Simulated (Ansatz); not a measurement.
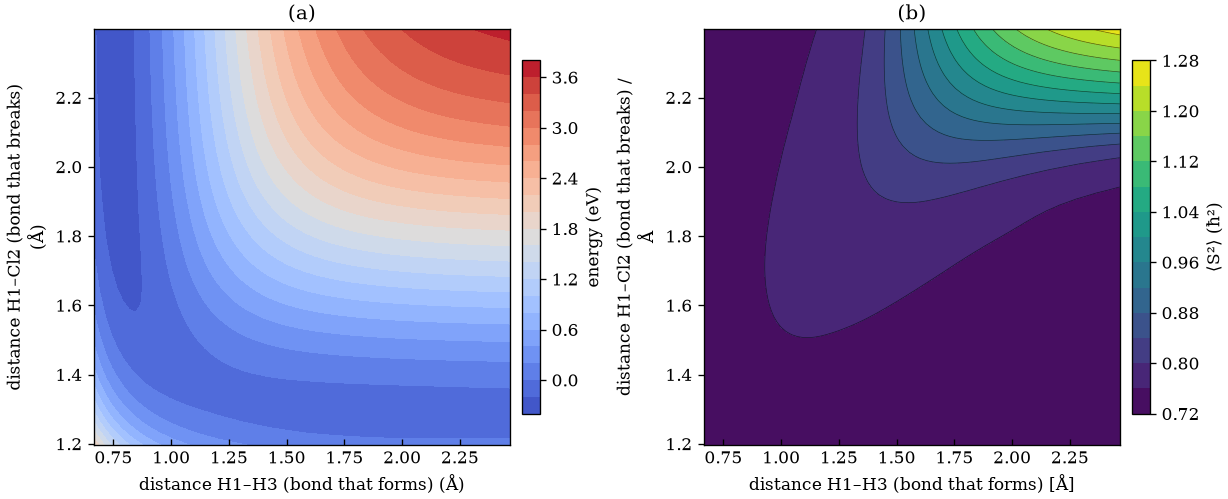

The reacting system ClH₂ (fragments ClH + H where the first distance is long, H₂ + Cl where the second is long), spin multiplicity 2. 
- The first coordinate is: distance H1–H3 (bond that forms); the second: distance H1–Cl2 (bond that breaks).
- Relaxed at each point: all other coordinates.
- The grid has 13 × 13 points.
- Points are written as (first, second).
- Energies: eV, counted from a guessed transition structure relaxed with its forming and breaking bonds held.
- In part of the range the unrestricted reference is strongly spin-contaminated.
- Level of theory: Ansatz 0.2.0, UKS B3LYP-D4/def2-TZVP.

Panel (a) is the energy; panel (b) is the computed ⟨S²⟩, in ħ².

Drawn: filled contours. Between grid points the surface is interpolated.

**How does the ⟨S²⟩ vary over the map, and what is it at the lowest grid point?**

Leaving out the highest fifth of the energies, it runs from 0.75 ħ² at (2.466 Å, 1.197 Å) to 0.82 ħ² at (1.423 Å, 2.035 Å). At the lowest grid point, (0.747 Å, 2.397 Å), it is 0.75 ħ². That point lies on the edge of the scan.
